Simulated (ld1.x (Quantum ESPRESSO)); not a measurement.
# A TM potential for Ta, from input to tests

Aim: build the potential from the settings below, then test how well it stands in for the atom: other configurations, scattering, ghost states and the plane-wave cutoff that it needs.

The numbers are computed with ld1.x (Quantum ESPRESSO) 7.5 (PBE, scalar-relativistic, spin-unpolarised reference atom).

## Step 1: The design

The settings as typed:

```json
{
 "element": "tantalum (Ta, Z = 73)",
 "type": "norm-conserving Troullier–Martins (Kleinman–Bylander form)",
 "frozen core": "[Xe] 4f14",
 "valence charge": "5",
 "reference configuration": "5d3 6s1 6p0 (charge +1)",
 "partial waves": "6s (bound): rc 2.40 bohr; 6p (bound, empty): rc 2.60 bohr; 5f channel at 0.4 Ry: rc 2.65 bohr; 5d (bound): rc 2.30 bohr",
 "local potential": "the d channel",
 "core correction": "a·sin(br)/r model core inside 1.30 bohr"
}
```

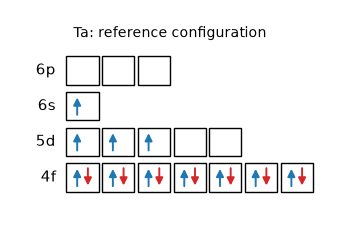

The outer shells as boxes. The arrows follow Hund's rule for the drawing; the calculation itself is spin-unpolarised.

An earlier all-electron run gives the scale for the radii.

All-electron outer shells of the reference configuration (PBE, scalar-relativistic, ld1.x):

```
shell  level (eV)  outermost node (bohr)  outermost maximum (bohr)
   5p      -46.62                   0.58                      1.13
   4f      -31.91                      –                      0.44
   6s      -11.62                   1.32                      2.68
   5d      -10.49                   0.65                      1.56
   6p       -6.61                   1.58                      3.48
```

## Step 2: Generation

The input, Ta.in:

```
 &input
   title='Ta', zed=73., rel=1, dft='PBE', iswitch=3,
   config='[Xe] 4f14 5d3 5f-2 6s1 6p0',
   nld=4, rlderiv=2.90, eminld=-3.0, emaxld=5.0, deld=0.02
 /
 &inputp
   pseudotype=2, tm=.true., lloc=2,
   nlcc=.true., rcore=1.30,
   file_pseudopw='Ta.UPF', file_wfcaegen='ae.wfc', file_wfcncgen='nc.wfc', file_beta='beta', file_chi='chi'
 /
4
6S  1  0   1.00   0.00  2.40  2.40  0.0
6P  2  1   0.00   0.00  2.60  2.60  0.0
5F  4  3  -2.00   0.40  2.65  2.65  0.0
5D  3  2   3.00   0.00  2.30  2.30  0.0
 &test
   configts(1)='5d3 6s1 6p0'
 /
```

Command:

```
$ ld1.x < Ta.in > Ta.out
```

The output, Ta.out (without the banner and most projector matrices):

```text
     Program LD1 v.7.5
     --------------------------- All-electron run ----------------------------

     Ta
     scalar relativistic calculation

     atomic number is 73.00
     dft =PBE   lsd =0 sic =0 latt =0  beta=0.20 tr2=1.0E-14
     Exchange-correlation= PBE
                           (   1   4   3   4   0   0   0)
     mesh =1273 r(mesh) = 100.43799 a.u. xmin = -7.00 dx = 0.01250
     1 Ry =  13.60569312 eV, c = 137.03599908

     n l     nl                  e(Ry)          e(Ha)          e(eV)
     1 0     1S 1( 2.00)     -4952.2937     -2476.1468    -67379.3878
     2 0     2S 1( 2.00)      -851.2847      -425.6424    -11582.3185
     2 1     2P 1( 6.00)      -746.0064      -373.0032    -10149.9341
     3 0     3S 1( 2.00)      -195.4238       -97.7119     -2658.8758
     3 1     3P 1( 6.00)      -164.1162       -82.0581     -2232.9141
     4 0     4S 1( 2.00)       -40.2658       -20.1329      -547.8445
     4 1     4P 1( 6.00)       -29.9979       -14.9989      -408.1416
     3 2     3D 1(10.00)      -127.6105       -63.8052     -1736.2291
     5 0     5S 1( 2.00)        -5.8950        -2.9475       -80.2054
     5 1     5P 1( 6.00)        -3.4266        -1.7133       -46.6216
     4 2     4D 1(10.00)       -16.8605        -8.4303      -229.3988
     4 3     4F 1(14.00)        -2.3451        -1.1725       -31.9067
     5 2     5D 1( 3.00)        -0.7707        -0.3854       -10.4860
     6 0     6S 1( 1.00)        -0.8540        -0.4270       -11.6196
     6 1     6P 1( 0.00)        -0.4860        -0.2430        -6.6128

     final scf error:  6.5E-15 reached in  23 iterations

     Etot =  -31208.505287 Ry,  -15604.252643 Ha, -424613.345757 eV

     Ekin =   34295.619476 Ry,   17147.809738 Ha,  466615.674054 eV
     Encl =  -77044.637138 Ry,  -38522.318569 Ha,-1048245.689675 eV
     Eh   =   12170.344762 Ry,    6085.172381 Ha,  165585.976030 eV
     Exc  =    -629.832386 Ry,    -314.916193 Ha,   -8569.306166 eV

     normalization and overlap integrals

     s(1S/1S) =  1.000000  <r> =   0.0187  <r2> =    0.0005  r(max) =   0.0116
     s(2S/2S) =  1.000000  <r> =   0.0789  <r2> =    0.0074  r(max) =   0.0670
     s(2P/2P) =  1.000000  <r> =   0.0706  <r2> =    0.0061  r(max) =   0.0549
     s(3S/3S) =  1.000000  <r> =   0.2048  <r2> =    0.0479  r(max) =   0.1891
     s(3P/3P) =  1.000000  <r> =   0.2049  <r2> =    0.0487  r(max) =   0.1868
     s(4S/4S) =  1.000000  <r> =   0.4587  <r2> =    0.2376  r(max) =   0.4315
     s(4P/4P) =  1.000000  <r> =   0.4877  <r2> =    0.2706  r(max) =   0.4480
     s(3D/3D) =  1.000000  <r> =   0.1856  <r2> =    0.0404  r(max) =   0.1529
     s(5S/5S) =  1.000000  <r> =   1.1004  <r2> =    1.3617  r(max) =   0.9847
     s(5P/5P) =  1.000000  <r> =   1.2936  <r2> =    1.9006  r(max) =   1.1298
     s(4D/4D) =  1.000000  <r> =   0.5231  <r2> =    0.3173  r(max) =   0.4593
     s(4F/4F) =  1.000000  <r> =   0.6394  <r2> =    0.5209  r(max) =   0.4424
     s(5D/5D) =  1.000000  <r> =   2.1036  <r2> =    5.3109  r(max) =   1.5637
     s(6S/6S) =  1.000000  <r> =   3.0719  <r2> =   10.6446  r(max) =   2.6766
     s(6P/6P) =  1.000000  <r> =   4.0570  <r2> =   18.6351  r(max) =   3.4800

     ------------------------ End of All-electron run ------------------------

     --------------------- Generating NC pseudopotential ---------------------

      Generating local pot.: lloc=2, matching radius rcloc =   2.3000

      Computing core charge for nlcc:

       r > 1.31 : true rho core
       r < 1.31 : rho core = a sin(br)/r    a=  12.34  b=   1.92

      Integrated core pseudo-charge :  12.58

      Wfc   6S  rcut= 2.422  Using Troullier-Martins method

      Wfc   6P  rcut= 2.610  Using Troullier-Martins method

      Wfc   5F  rcut= 2.677  Using Troullier-Martins method

     ------------------- End of pseudopotential generation -------------------

     [... the all-electron block is printed once more ...]


     Computing logarithmic derivative in   2.90319
     Computing logarithmic derivative in   2.90319
     Computing the partial wave expansion
     R is outside the sphere for l=    0 j= 0.00
     R is outside the sphere for l=    1 j= 0.00
       no projector for channel:   2
     R is outside the sphere for l=    3 j= 0.00

     ---------------------- Testing the pseudopotential ----------------------

     Ta
     scalar relativistic calculation

     atomic number is 73.00   valence charge is  5.00
     dft =PBE   lsd =0 sic =0 latt =0  beta=0.20 tr2=1.0E-14
     mesh =1273 r(mesh) = 100.43799 xmin = -7.00 dx = 0.01250

     n l     nl             e AE (Ry)        e PS (Ry)    De AE-PS (Ry)
     3 2     5D   1( 3.00)       -0.77071       -0.77071        0.00000
     1 0     6S   1( 1.00)       -0.85403       -0.85403        0.00000
     2 1     6P   1( 0.00)       -0.48603       -0.48603       -0.00000

     eps = 9.3E-15  iter =  9

     Etot =  -31208.505287 Ry,  -15604.252643 Ha, -424613.345757 eV
     Etotps =   -27.108113 Ry,     -13.554056 Ha,    -368.824664 eV

     Ekin =       9.053803 Ry,       4.526901 Ha,     123.183259 eV
     Encl =     -21.293334 Ry,     -10.646667 Ha,    -289.710574 eV
     Ehrt =       6.180348 Ry,       3.090174 Ha,      84.087918 eV
     Ecxc =     -21.543436 Ry,     -10.771718 Ha,    -293.113373 eV
     (Ecc =     -18.042235 Ry,      -9.021118 Ha,    -245.477117 eV)
     Epseu=       0.494507 Ry,       0.247253 Ha,       6.728106 eV

     ---------------------- End of pseudopotential test ----------------------
```

It took 1.7 s on 1 thread of Neoverse-V1, shared host. (Generation and the later configuration tests together.)

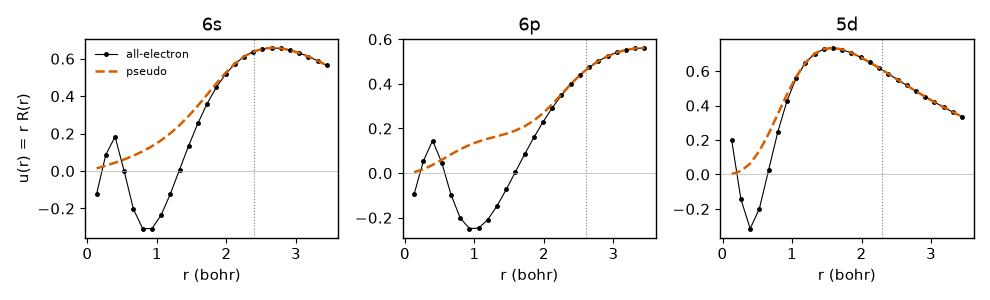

Bound waves of the atom and their pseudo partners (6s, 6p, 5d), with the matching radii dotted. The curves join 26 sampled radii, too few to resolve the innermost nodes.

## Step 3: Testing the new file in other configurations

The input, Ta.test.in:

```
 &input
   title='Ta', zed=73., rel=1, dft='PBE', iswitch=2,
   config='[Xe] 4f14 5d3 5f-2 6s1 6p0'
 /
 &test
   file_pseudo='Ta.UPF', nconf=8,
   configts(1)='5d3 6s1 6p0',
   configts(2)='5d3 6s2 6p0',
   configts(3)='5d3 6s0 6p0',
   configts(4)='5d2 6s0 6p0',
   configts(5)='5d2 6s2 6p1',
   configts(6)='5d2 6s2 6p0',
   configts(7)='5d3 6s0 6p1',
   configts(8)='5d3 6s1.5 6p0'
 /
```

Command:

```
$ ld1.x < Ta.test.in > Ta.test.out
```

Ta.test.out, the pseudopotential blocks, each with the warnings that came before it:

```text
     ---------------------- Testing the pseudopotential ----------------------

     Ta
     scalar relativistic calculation

     atomic number is 73.00   valence charge is  5.00
     dft =PBE   lsd =0 sic =0 latt =0  beta=0.20 tr2=1.0E-14
     mesh =1273 r(mesh) = 100.43799 xmin = -7.00 dx = 0.01250

     n l     nl             e AE (Ry)        e PS (Ry)    De AE-PS (Ry)
     3 2     5D   1( 3.00)       -0.77071       -0.77071        0.00000
     1 0     6S   1( 1.00)       -0.85403       -0.85403        0.00000
     2 1     6P   1( 0.00)       -0.48603       -0.48603       -0.00000

     eps = 4.5E-15  iter = 10

     Etot =  -31208.505287 Ry,  -15604.252643 Ha, -424613.345757 eV
     Etotps =   -27.108113 Ry,     -13.554056 Ha,    -368.824665 eV

     Ekin =       9.053802 Ry,       4.526901 Ha,     123.183255 eV
     Encl =     -21.293334 Ry,     -10.646667 Ha,    -289.710572 eV
     Ehrt =       6.180348 Ry,       3.090174 Ha,      84.087917 eV
     Ecxc =     -21.543435 Ry,     -10.771718 Ha,    -293.113372 eV
     (Ecc =     -18.042235 Ry,      -9.021118 Ha,    -245.477117 eV)
     Epseu=       0.494507 Ry,       0.247253 Ha,       6.728106 eV

     ---------------------- End of pseudopotential test ----------------------

     ---------------------- Testing the pseudopotential ----------------------

     Ta
     [...]
     n l     nl             e AE (Ry)        e PS (Ry)    De AE-PS (Ry)
     3 2     5D   1( 3.00)       -0.26390       -0.26506        0.00116
     1 0     6S   1( 2.00)       -0.40000       -0.39909       -0.00091
     2 1     6P   1( 0.00)       -0.10225       -0.09921       -0.00304

     eps = 1.5E-15  iter = 10

     Etot =  -31209.127623 Ry,  -15604.563811 Ha, -424621.813070 eV
     Etotps =   -27.730168 Ry,     -13.865084 Ha,    -377.288160 eV
     dEtot_ae =      -0.622336 Ry
     dEtot_ps =      -0.622055 Ry,   Delta E=      -0.000281 Ry

     [...]
     ---------------------- End of pseudopotential test ----------------------

     ---------------------- Testing the pseudopotential ----------------------

     Ta
     [...]
     n l     nl             e AE (Ry)        e PS (Ry)    De AE-PS (Ry)
     3 2     5D   1( 3.00)       -1.34589       -1.34641        0.00052
     1 0     6S   1( 0.00)       -1.35483       -1.35706        0.00223
     2 1     6P   1( 0.00)       -0.92183       -0.92062       -0.00121

     eps = 1.8E-16  iter =  7

     Etot =  -31207.404855 Ry,  -15603.702428 Ha, -424598.373628 eV
     Etotps =   -26.006374 Ry,     -13.003187 Ha,    -353.834738 eV
     dEtot_ae =       1.100431 Ry
     dEtot_ps =       1.101739 Ry,   Delta E=      -0.001308 Ry

     [...]
     ---------------------- End of pseudopotential test ----------------------

     Warning: n=2, l=1 expected 0 nodes, found 1
     ---------------------- Testing the pseudopotential ----------------------

     Ta
     [...]
     n l     nl             e AE (Ry)        e PS (Ry)    De AE-PS (Ry)
     3 2     5D   1( 2.00)       -2.14090       -2.16538        0.02448  !
     1 0     6S   1( 0.00)       -1.99759       -2.00549        0.00790  !
     2 1     6P   1( 0.00)       -1.47763       -1.81413        0.33649  !

     eps = 5.4E-15  iter =  5

     Etot =  -31205.670024 Ry,  -15602.835012 Ha, -424574.770038 eV
     Etotps =   -24.260501 Ry,     -12.130251 Ha,    -330.080938 eV
     dEtot_ae =       2.835263 Ry
     dEtot_ps =       2.847611 Ry,   Delta E=      -0.012348 Ry

     [...]
     ---------------------- End of pseudopotential test ----------------------

     ---------------------- Testing the pseudopotential ----------------------

     Ta
     [...]
     n l     nl             e AE (Ry)        e PS (Ry)    De AE-PS (Ry)
     3 2     5D   1( 2.00)       -0.45271       -0.47127        0.01856  !
     1 0     6S   1( 2.00)       -0.51556       -0.51650        0.00093
     2 1     6P   1( 1.00)       -0.17252       -0.17146       -0.00106

     eps = 6.5E-15  iter = 15

     Etot =  -31208.908170 Ry,  -15604.454085 Ha, -424618.827270 eV
     Etotps =   -27.502531 Ry,     -13.751265 Ha,    -374.190995 eV
     dEtot_ae =      -0.402884 Ry
     dEtot_ps =      -0.394418 Ry,   Delta E=      -0.008466 Ry

     [...]
     ---------------------- End of pseudopotential test ----------------------

     ---------------------- Testing the pseudopotential ----------------------

     Ta
     [...]
     n l     nl             e AE (Ry)        e PS (Ry)    De AE-PS (Ry)
     3 2     5D   1( 2.00)       -0.88971       -0.90348        0.01377  !
     1 0     6S   1( 2.00)       -0.92122       -0.92038       -0.00085
     2 1     6P   1( 0.00)       -0.52768       -0.52371       -0.00397

     eps = 3.4E-15  iter =  7

     Etot =  -31208.563101 Ry,  -15604.281551 Ha, -424614.132363 eV
     Etotps =   -27.159551 Ry,     -13.579776 Ha,    -369.524519 eV
     dEtot_ae =      -0.057814 Ry
     dEtot_ps =      -0.051438 Ry,   Delta E=      -0.006376 Ry

     [...]
     ---------------------- End of pseudopotential test ----------------------

     ---------------------- Testing the pseudopotential ----------------------

     Ta
     [...]
     n l     nl             e AE (Ry)        e PS (Ry)    De AE-PS (Ry)
     3 2     5D   1( 3.00)       -0.85894       -0.86363        0.00469
     1 0     6S   1( 0.00)       -0.91743       -0.91985        0.00242
     2 1     6P   1( 1.00)       -0.53871       -0.53947        0.00076

     eps = 9.4E-15  iter =  8

     Etot =  -31208.131980 Ry,  -15604.065990 Ha, -424608.266663 eV
     Etotps =   -26.734067 Ry,     -13.367033 Ha,    -363.735509 eV
     dEtot_ae =       0.373306 Ry
     dEtot_ps =       0.374046 Ry,   Delta E=      -0.000740 Ry

     [...]
     ---------------------- End of pseudopotential test ----------------------

     ---------------------- Testing the pseudopotential ----------------------

     Ta
     [...]
     n l     nl             e AE (Ry)        e PS (Ry)    De AE-PS (Ry)
     3 2     5D   1( 3.00)       -0.50765       -0.50814        0.00050
     1 0     6S   1( 1.50)       -0.62035       -0.61982       -0.00053
     2 1     6P   1( 0.00)       -0.28613       -0.28523       -0.00089

     eps = 3.9E-15  iter = 11

     Etot =  -31208.873240 Ry,  -15604.436620 Ha, -424618.352018 eV
     Etotps =   -27.476063 Ry,     -13.738031 Ha,    -373.830876 eV
     dEtot_ae =      -0.367953 Ry
     dEtot_ps =      -0.367950 Ry,   Delta E=      -0.000004 Ry

     [...]
     ---------------------- End of pseudopotential test ----------------------
```

Excitation and ionisation energies from 5d3 6s1 6p0, with the error of the potential. A star marks tests that logged a warning.

| valence configuration | charge | ΔE all-electron (eV) | error AE − PS (meV) |
| --- | --- | --- | --- |
| 5d3 6s2 6p0 | 0 | -8.467 | -3.8 |
| 5d3 6s0 6p0 | +2 | 14.972 | -18 |
| 5d2 6s0 6p0 * | +3 | 38.576 | -168 |
| 5d2 6s2 6p1 | 0 | -5.482 | -115 |
| 5d2 6s2 6p0 | +1 | -0.787 | -87 |
| 5d3 6s0 6p1 | +1 | 5.079 | -10 |
| 5d3 6s1.5 6p0 | +0.5 | -5.006 | -0.1 |

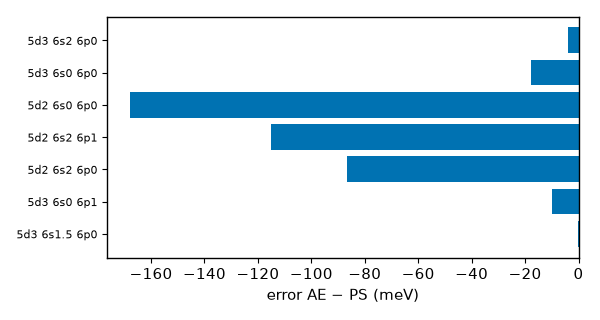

Error of the potential in each test configuration.

## Step 4: Logarithmic derivatives

Taken from the files of the generation run. The phase is arctan(r·u′/u) with u = r·R, unwrapped, with energies in Ry. A pole is an energy at which the radial function vanishes at the test radius. The pseudo phase is shifted by a multiple of π to meet the all-electron one at the reference energy. Levels narrower than the energy grid can be missing from the poles. The last column is the largest difference on the grid between −1 and +1 Ry.

| channel | radius (bohr) | reference (Ry) | poles AE | poles PS | window around the reference with phases within 0.05 rad (Ry) | largest difference near zero (rad) |
| --- | --- | --- | --- | --- | --- | --- |
| s | 2.90 | -0.85 | 0.96 | 0.87 | below 2.0 | 0.011 |
| p | 2.90 | -0.49 | 2.37 | -0.71, 2.67 | -0.7 to -0.2 | 3.068 |
| d | 2.90 | -0.77 | -0.32, 4.84 | -0.32, 4.78 | the whole range | 0.000 |
| f | 2.90 | 0.40 | -2.35, 2.73 | 2.66 | -2.3 to 4.1 | 0.003 |

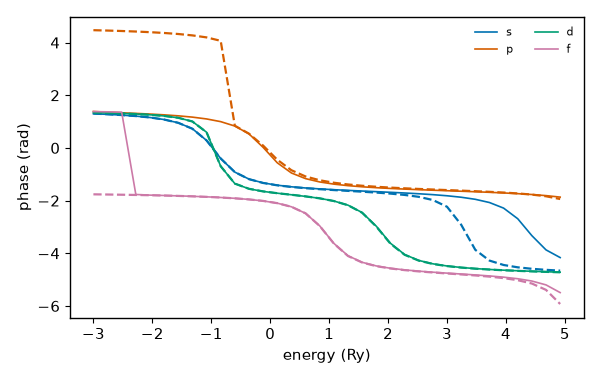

Phases by channel: all-electron solid, pseudo dashed.

## Step 5: Plane-wave convergence, by spherical Bessel functions

A separate test, outside the generator: the pseudo-atom's Hamiltonian at the reference potential is diagonalised in spherical Bessel functions j_l(qr) that vanish at 20 bohr, with q² up to the cutoff.

All-electron valence levels (Ry): 6s -0.8540, 6p -0.4860, 5d -0.7707. The lowest levels of each channel (Ry) by cutoff; the last column sums, over occupied levels, occupation times the distance from the level at 400 Ry. A positive value at high cutoff is not a bound level.

```csv
cutoff (Ry),s #1,s #2,p #1,p #2,f #1,d #1,Σ f·Δε (mRy)
8,-2.1561,-0.8466,-0.4874,-0.1450,-0.0654,-0.5483,674.6
10,-2.7085,-0.8501,-0.4878,-0.1450,-0.0654,-0.6150,471.2
15,-3.2661,-0.8534,-0.5610,-0.4843,-0.0655,-0.7141,170.3
18,-3.3792,-0.8537,-0.6653,-0.4857,-0.0655,-0.7512,58.9
25,-3.4007,-0.8538,-0.7197,-0.4859,-0.0655,-0.7679,8.5
30,-3.4010,-0.8540,-0.7215,-0.4859,-0.0655,-0.7703,1.1
35,-3.4012,-0.8540,-0.7219,-0.4859,-0.0655,-0.7706,0.2
40,-3.4014,-0.8540,-0.7221,-0.4860,-0.0655,-0.7707,0.2
45,-3.4015,-0.8540,-0.7221,-0.4860,-0.0655,-0.7707,0.1
400,-3.4017,-0.8540,-0.7228,-0.4860,-0.0655,-0.7707,0.0
```

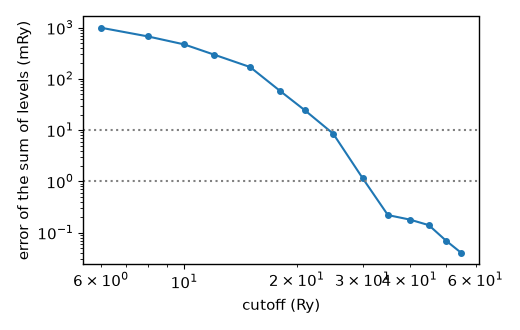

Occupation-weighted error of the valence levels against the cutoff; the dotted lines mark 10 and 1 mRy.

The sum stays within 10 mRy from 25 Ry and within 1 mRy from 35 Ry. The sum leaves out empty levels, which can need more. Ghost test: ghost states, bound below the all-electron valence or empty levels of the same l: s at -46.3 eV, p at -9.8 eV.

## Step 6: What came out

| quantity | value |
| --- | --- |
| cutoffs for 10 and 1 mRy, occupied levels | 25 Ry and 35 Ry |
| bound ghosts | s at -46.28 eV, p at -9.83 eV |
| largest test error (AE − PS) | -168 meV, for 5d2 6s0 6p0 (this test logged a warning) |
| largest phase difference near zero energy, channels read | 3.068 rad |

What this shows: It has a bound ghost (s, p), a state that the atom doesn't have, and that rules the file out. The worst unpolarised test, 5d2 6s0 6p0, is off by 168 meV on 38.6 eV; by total energies transferability rates as poor. By its cutoff, 25 Ry for the looser tolerance, it is soft on the atom at that tolerance. The slowest occupied level is 5d: taken alone it needs 30 Ry to come within 1 mRy, against 15 Ry for 6s. Of the channels read, p scatters worst near zero energy, by up to 3.07 rad. A step near π is an extra or missing state, not a misfit of shape. The pseudo curves have a pole with no partner nearby in the atom's: p at -0.71 Ry.
